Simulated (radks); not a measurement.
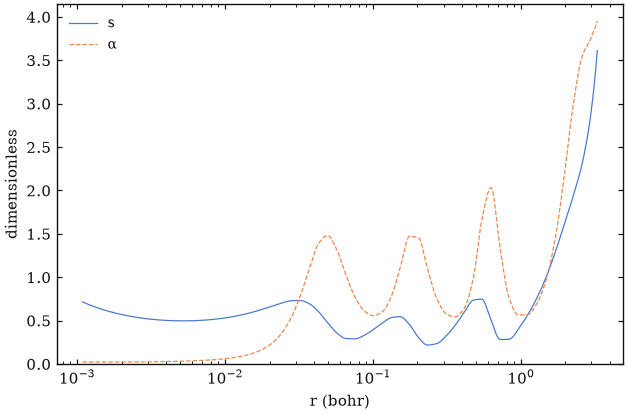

Fig. 1: The reduced density gradient s and the kinetic indicator α = (τ − τW)/τunif, the ingredients of GGAs and meta-GGAs. s starts near 0.72 at the inner end, has maxima between the shells at r = 0.032 bohr (0.73), 0.15 bohr (0.55) and 0.55 bohr (0.75), and grows in the tail, to 3.6 at 3.3 bohr. α peaks at r = 0.049 bohr (1.5), 0.18 bohr (1.5) and 0.63 bohr (2.0), where shells overlap, and is small where one s orbital dominates. In the tail α rises again, to 4.0 at the end, as it does where the highest occupied level has l > 0.

**Atomic calculation for Pd⁴⁺**

The Pd⁴⁺ ion in the configuration [Ar] 3d10 4s2 4p5.5 4d6 5p0.5 (4p: 3 up, 2.5 down, 4d: 5 up, 1 down, 5p: 0.5 up, 0 down). Computed at this level: scalar-relativistic Kohn-Sham, LDA (Slater exchange, Perdew-Wang correlation), spin-polarised, spherical densities, finite nucleus (the in-house radial solver radks).

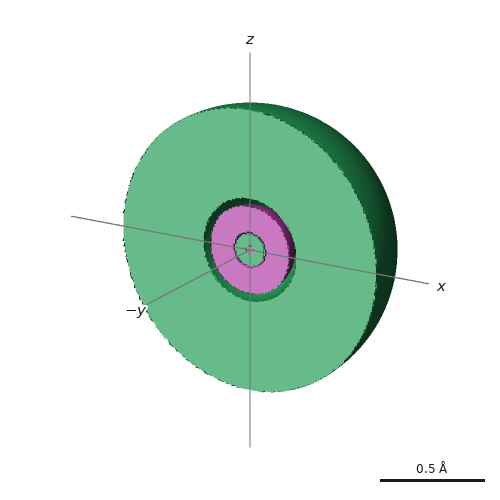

Fig. 2: The 4s orbital of up spin. The surface of constant |ψ| that holds about 90 % of the electron is drawn, green where ψ is positive and pink where it is negative, with the half in front of the xz plane cut away and the cut face painted. The radial function comes from the spherical calculation and is multiplied by a real spherical harmonic; the overall sign is chosen so that the largest lobe of P(r) is positive; at the scalar-relativistic level it is the large component. It has no angular node and 3 radial nodes, at r = 0.0401, 0.161 and 0.452 bohr; only the outer 2 can be made out at this scale. The outermost maximum of P² lies at 0.845 bohr, ⟨r⟩ = 0.928 bohr, 90 % of the charge lies within 1.34 bohr, and the eigenvalue is −148.8 eV, with 1 electron in the shell for this spin.

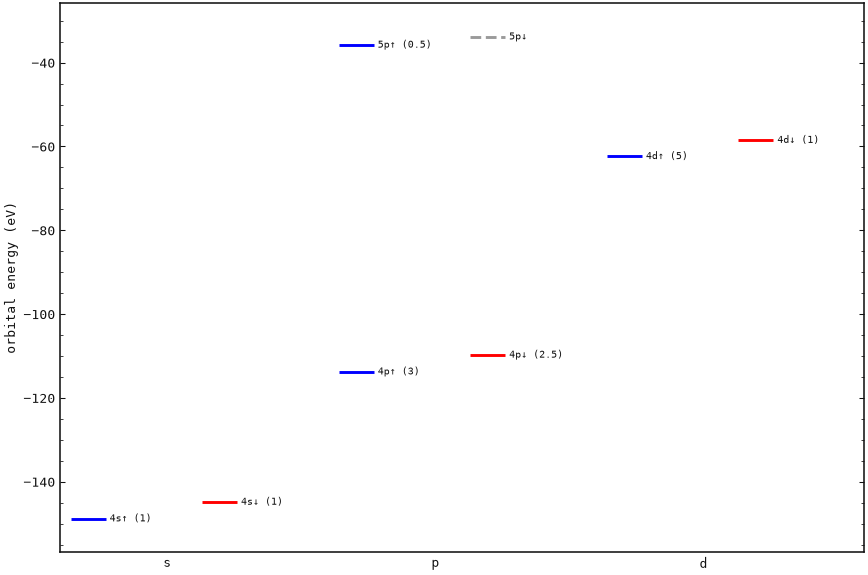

Fig. 3: The outer levels are drawn by angular momentum (occupations in brackets, up spins at the left of each column and down spins at the right, empty levels dashed). The highest occupied level is 5p up at −35.8 eV. The highest 5 occupied levels, from the top down, are 5p up (−35.8 eV), 4d down (−58.5 eV), 4d up (−62.3 eV), 4p down (−109.7 eV), 4p up (−113.7 eV). The lowest empty level drawn is 5p down at −33.9 eV. The largest exchange splitting (down less up) among the shells drawn in both spins is that of 4p, 4.01 eV.

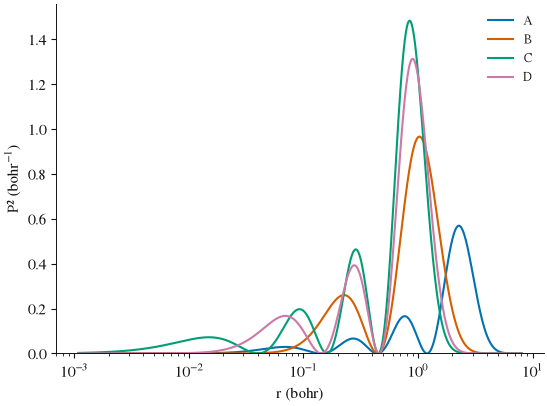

Fig. 4: The radial probability densities P² of 4s up, 4p up, 5p up and 4d up. A is 5p up; B is 4d up; C is 4s up; D is 4p up. 4s up: outer maximum at 0.845 bohr, ⟨r⟩ = 0.928 bohr, 3 nodes, eigenvalue −148.8 eV; 4p up: outer maximum at 0.898 bohr, ⟨r⟩ = 1.01 bohr, 2 nodes, eigenvalue −113.7 eV; 4d up: outer maximum at 1.03 bohr, ⟨r⟩ = 1.23 bohr, 1 node, eigenvalue −62.3 eV; 5p up: outer maximum at 2.28 bohr, ⟨r⟩ = 2.47 bohr, 3 nodes, eigenvalue −35.8 eV.

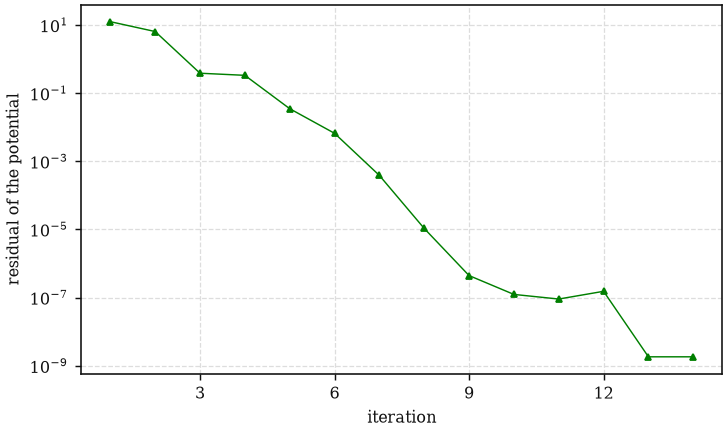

Fig. 5: Convergence: residual of the potential against the iteration. The residual falls almost steadily, with no more than small rises or pauses. It goes from 12 to 1.8×10⁻⁹ in 14 steps.

These pictures come from the run below.

**Input**
```
Z 46
configuration [Ar] 3d10 4s2 4p5.5 4d6 5p0.5
relativity scalar-relativistic
functional lda,pw
spin polarised
nucleus finite rms 4.5318 fm
c 137.035999084
```

Energies in input and log are in hartree, lengths in bohr (the nuclear radius in fm).

Launched within a batch (the task file carries these settings):
```bash
python <driver script> task.json out
```

**The program's output**
```
1s      1   1.0000        -889.33042479
2s      1   1.0000        -131.94330357
2p      1   3.0000        -118.62507249
3s      1   1.0000         -25.72092559
3p      1   3.0000         -21.34439261
3d      1   5.0000         -14.37382649
4s      1   1.0000          -5.46835971
4p      1   3.0000          -4.18010037
4d      1   5.0000          -2.29116678
5p      1   0.5000          -1.31399039
1s      2   1.0000        -889.32434508
2s      2   1.0000        -131.90834398
2p      2   3.0000        -118.59534438
3s      2   1.0000         -25.69283329
3p      2   3.0000         -21.31384291
3d      2   5.0000         -14.33553205
4s      2   1.0000          -5.32254319
4p      2   2.5000          -4.03263623
4d      2   1.0000          -2.14930709
5p      2   0.0000          -1.24418382
Etot -5035.596858805648
Ekin 5221.890671377931
Encl -12076.006984782944
Eh 1955.4890940362816
Exc -136.96963943691654
err 1.8294074464566784e-09
it 14
```

**Slater integrals of the outer shells (hartree)**

| integral | value |
| --- | --- |
| F0(5p,5p) | 0.3642 |
| F2(5p,5p) | 0.1985 |
| F0(5p,4d) | 0.4439 |
| F2(5p,4d) | 0.1464 |
| G1(5p,4d) | 0.0541 |
| G3(5p,4d) | 0.0497 |
| F0(5p,4p) | 0.4565 |
| F2(5p,4p) | 0.1236 |
| G0(5p,4p) | 0.0266 |
| G2(5p,4p) | 0.0347 |
| F0(5p,4s) | 0.4610 |
| G1(5p,4s) | 0.0369 |
| F0(4d,4d) | 0.7366 |
| F2(4d,4d) | 0.3744 |
| F4(4d,4d) | 0.2477 |
| F0(4d,4p) | 0.8037 |
| F2(4d,4p) | 0.4052 |
| G1(4d,4p) | 0.5126 |
| G3(4d,4p) | 0.3159 |
| F0(4d,4s) | 0.8281 |

**Summary**

- outcome: converged
- total energy: −5035.5969 hartree
- kinetic energy: 5221.8907 hartree
- electron–nucleus energy: −12076.0070 hartree
- Hartree energy: 1955.4891 hartree
- exchange–correlation energy: −136.969639 hartree
- radius at density 0.001 e/bohr³: 3.34 bohr
- SCF iterations: 14
- hardware: 1 CPU thread, shared host
